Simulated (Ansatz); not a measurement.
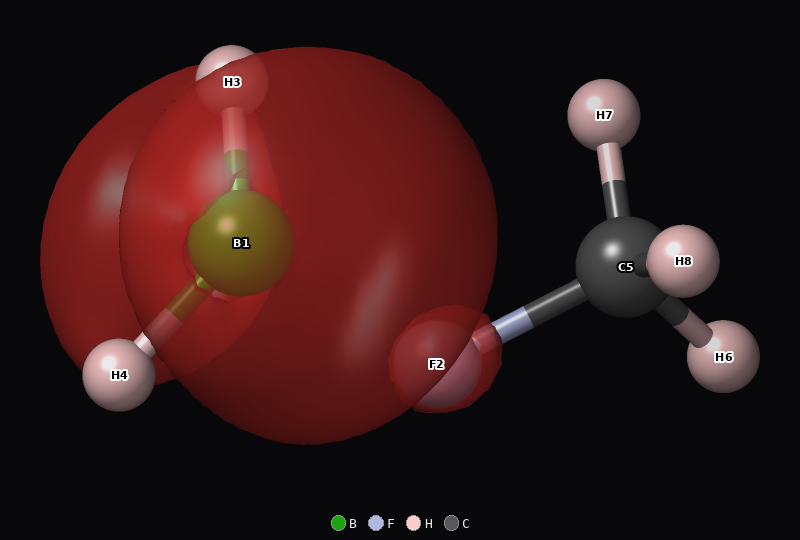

*BH2···CH3F (doublet). Isosurfaces of the spin density (α minus β) at +0.02 (red) and −0.02 e/Å³ (blue), seen at a tilt.*

Computed with UKS BHLYP-D4/6-31G* in Ansatz.

```yaml
atoms:
  - { symbol: B, position_ang: [-0.0998, 0.3397, 0.1938] }
  - { symbol: F, position_ang: [-0.5161, -0.5916, 1.7722] }
  - { symbol: H, position_ang: [1.0842, 0.2493, 0.2404] }
  - { symbol: H, position_ang: [-0.8347, -0.2416, -0.5313] }
  - { symbol: C, position_ang: [0.0015, -0.0349, 2.9484] }
  - { symbol: H, position_ang: [-0.3523, -0.6484, 3.7662] }
  - { symbol: H, position_ang: [1.0812, -0.0530, 2.8789] }
  - { symbol: H, position_ang: [-0.3638, 0.9804, 3.0229] }
```

**Describe the spin distribution.**

The unpaired spin (1 electron) lies mostly on B1 (about 0.8), in electrons by Hirshfeld's partition. Only one sign reaches the isovalue.
